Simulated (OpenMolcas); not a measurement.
**Predicting a hybrid from its neighbours: GeH3O**

GeH3O: 5 atoms, total charge 0, spin state doublet. SMILES: `[O][GeH3]`. The shape is that of a PBE0-D4/def2-TZVP optimisation.

The vertical energy of the quartet above the doublet y, in eV, basis def2-TZVP; a is the functional's share of exact exchange. Programs: OpenMolcas 26.06.

```
functional     program     a  y (eV)
     UBLYP  OpenMolcas     0    5.98
  U-r2SCAN  OpenMolcas     0    6.14
    UB3LYP  OpenMolcas   0.2       ?
     UPBE0  OpenMolcas  0.25    6.27
    UBHLYP  OpenMolcas   0.5    6.59
```

Question: Fit y = c + s·a to the known rows and predict UB3LYP.

Answer: 
1. Means of the 4 rows: a = 0.1875, y = 6.245.
2. Σ(Δa)² = 0.17188, Σ(Δa·Δy) = 0.17875, so the slope is 0.17875/0.17188 = 1.04.
3. Intercept: 6.245 − (1.04) × 0.1875 = 6.050. The largest residual of the fit is 0.090.
4. UB3LYP: 6.050 + (1.04) × 0.2 = 6.26 eV.

The run gave 6.30 eV, so the prediction is off by -0.04 eV, within the largest residual. The rows mix families of semi-local functionals, which the line can't see.

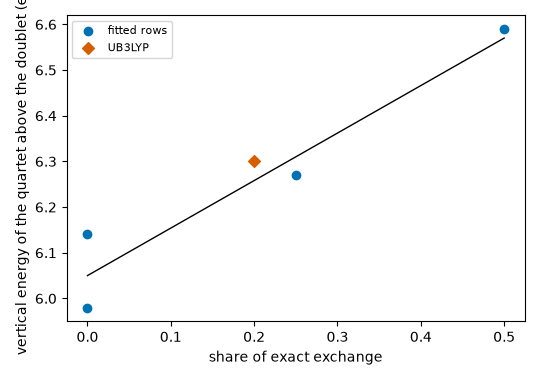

The fitted line, with the withheld row.
